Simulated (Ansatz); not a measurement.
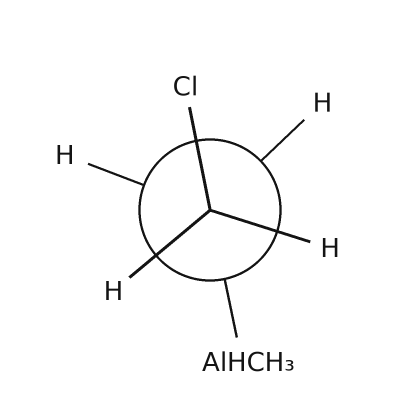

A Newman projection along the C–C bond, carbon in front; angles are drawn as computed, but eclipsed bonds slightly apart. Computed geometry: PBE0-D4/def2-TZVP optimisation. No frequency run is at hand to confirm it as a minimum.

Question: Which molecule is it?

Answer: C3H8AlCl, [CH3][AlH][CH2]CCl

Question: What is the torsion angle from the front Cl to the back AlHCH3? The sign is positive where the front bond must turn clockwise to cover the back bond.

Answer: 179°, antiperiplanar (anti). The conformation about this bond is staggered.
